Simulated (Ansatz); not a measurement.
Electronic density of states of amorphous Si40O20, density 2.29 g/cm³, on a 2×2×2 Γ-centred mesh with a Gaussian width of 0.1 eV; energies count from the Fermi level, whose place inside the gap is arbitrary. Cell and mesh are small, so fine structure isn't converged. All values below come from PBE, scalar-relativistic without spin-orbit coupling (plane waves to 420 eV, PAW; Ansatz, an electronic-structure program). Sampling: a 2×2×2 Γ-centred mesh; Fermi-Dirac width 0.02 eV; no spin polarisation. The usual formal charges leave 120 electrons over, so the level spacing at the Fermi energy parts defect or band states and needn't be the band gap. So small a spacing is near the smearing width and the bands' dispersion over the mesh, so it is a value of this cell and mesh.

Preparation: random packing, a CHGNet melt and quench, and a DFT relaxation. O atoms were pushed apart under 1.9 Å during the dynamics, to hinder bonds among them. The hot cell started wider than the set density and was brought back towards it in steps. It is the lowest in DFT energy of 2 quenches. It is a model cell: composition and starting density were chosen by hand, and all elements were melted together. No dispersion term was used. Its density started from a set value of 2.20 and ended at 2.29 g/cm³. The simulated quench (nominally 150 K/ps over its main leg) is rapid and tends to freeze in more defects than a deposited or slowly cooled glass has. Values belong to this one cell and scatter from quench to quench. Volume and shape were free in the relaxation. On a 2×2×2 Γ-centred mesh force components of up to 0.36 eV/Å stay, since the relaxation ran on the zone centre alone.

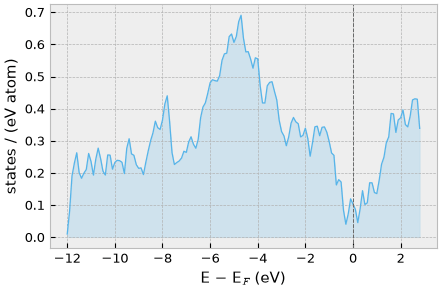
Figure: Density of states per atom

The level spacing at the Fermi energy on this mesh is 0.09 eV; the broadening fills part of it in the curve.
